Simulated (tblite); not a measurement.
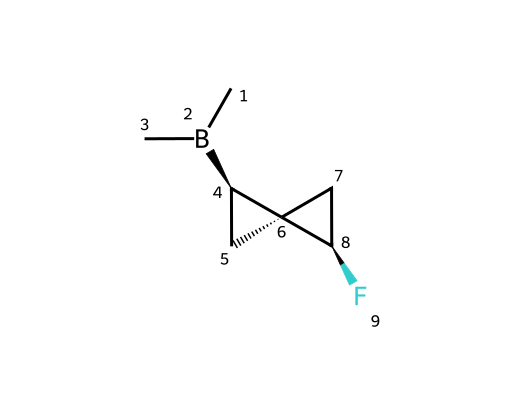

A structural formula, with wedges where it has stereocentres; small numbers name the atoms. The configuration is that of a computed structure (GFN2-xTB).

### What are the Cahn–Ingold–Prelog descriptors?

C4: R; C6: R; C8: R.
